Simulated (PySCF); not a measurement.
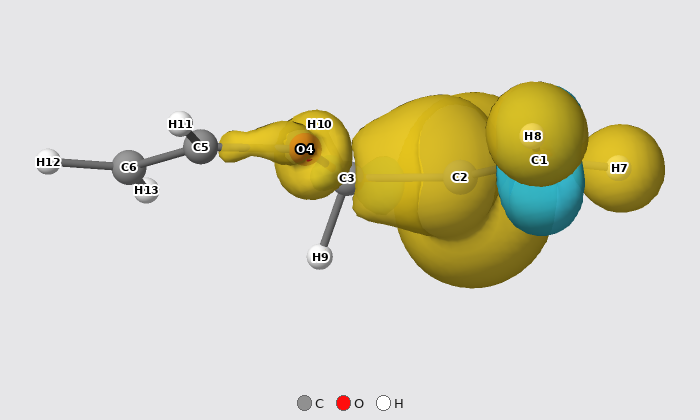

C₅H₇O (SMILES C=[C]COC=C) (doublet). Isosurfaces of the spin density at +0.015 (yellow) and −0.015 e/Å³ (cyan), seen from one side.

Geometry: GFN2-xTB.

Method: UKS B3LYP, pcH-1 on C H O, non-relativistic, mean-field spin-orbit, GIAO (PySCF 2.14.0, density-fitted response routines).

```xyz
13

C     2.7815   -0.4372    0.3883
C     1.6182   -0.9807    0.2586
C     0.2070   -0.6943    0.0594
O    -0.0095    0.7205   -0.0370
C    -1.2794    1.1376   -0.2257
C    -2.3874    0.4219   -0.3386
H     3.6784   -1.0201    0.5386
H     2.9442    0.6414    0.3560
H    -0.3757   -1.0932    0.9036
H    -0.1459   -1.1782   -0.8639
H    -1.2941    2.2191   -0.2800
H    -3.3289    0.9153   -0.4877
H    -2.4127   -0.6515   -0.2893
```

Describe the spin distribution.

Answer. The unpaired spin (1 electron) lies mostly on C2 (about 0.7) and C3 (about 0.1), in electrons by Hirshfeld's partition.
